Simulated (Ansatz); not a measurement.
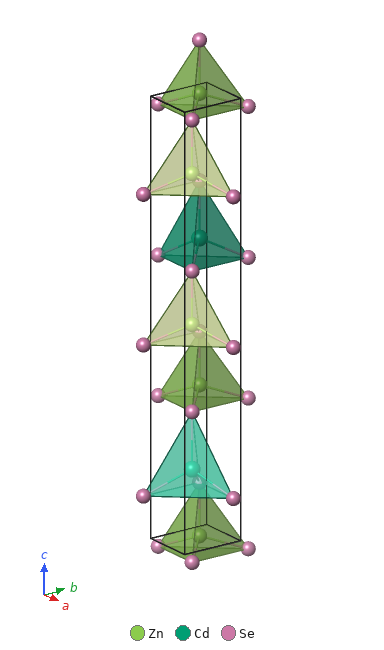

Drawn in the polyhedral manner and seen slightly off an axis. The edges of the conventional unit cell are marked. Some atoms of the next cells are drawn as well.

Zn2CdSe3, space group P6_3mc (No. 186), a = 4.148 Å, b = 4.148 Å, c = 20.570 Å, α = 90.00°, β = 90.00°, γ = 120.00°. Starting structure: a structure type filled with these elements by a generator (whether the compound takes this form wasn't checked). Earlier steps of the study, as a rule a relaxation of our own, may have changed the cell and positions, so they can lie some per cent off the listed ones. It was run through Ansatz as a DFT input.

This one geometry was computed with Ansatz (DFT, plane waves, PAW) at three levels of theory: PBE, r2SCAN and PBEsol.

Which level gives the highest pressure at this volume, and what does that say about its equilibrium volume?

Answer. Highest: PBE (0.0 GPa), which points to the largest equilibrium volume. Lowest, with the smallest volume: PBEsol (-2.9 GPa). Levels within 0.5 GPa of each other can't be told apart.

How does the band gap change with the level of theory?

Answer. PBEsol: a gap of 0.62 eV, direct; PBE: a gap of 0.73 eV, direct; r2SCAN: a gap of 1.26 eV, direct.

Collect the results in a table.

Answer.
| level | cutoff (eV) | k-mesh of the run's cell | gap (eV) | pressure (GPa) |
| --- | --- | --- | --- | --- |
| PBE | 420 | 6×6×2 | 0.73 | 0.0 |
| r2SCAN | 500 | 6×6×2 | 1.26 | -1.9 |
| PBEsol | 420 | 6×6×2 | 0.62 | -2.9 |

Gaps are taken on the k-mesh or band path of each run.
